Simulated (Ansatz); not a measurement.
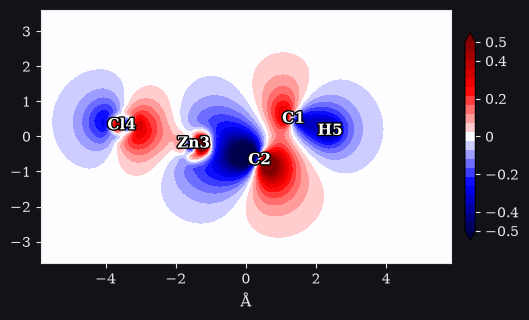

*C$_{2}$H$_{5}$ClZn. The HOMO on the plane of atoms C2, C1 and H5 (values in Å⁻³ᐟ²; the overall sign is arbitrary).*

Geometry: PBE0-D4/def2-TZVP.

Theory: RKS PBE0-D4/def2-TZVPP (Ansatz).

```xyz
9

C     0.4324    1.0999   -0.0447
C    -0.6184    0.0027   -0.1911
Zn   -0.0148   -1.7838    0.2634
Cl    0.6449   -3.7278    0.7584
H     0.0232    2.0781   -0.3176
H     1.3001    0.9252   -0.6853
H     0.8007    1.1811    0.9808
H    -1.4880    0.2164    0.4381
H    -0.9916   -0.0378   -1.2191
```

Question: Describe this orbital and give its energy.

Answer: Its weight (Hirshfeld) is mainly on C2 (about 35 %), Zn3 (about 25 %), Cl4 (about 10 %), C1 (about 10 %) and H5 (about 5 %). Its energy is −7.91 eV.
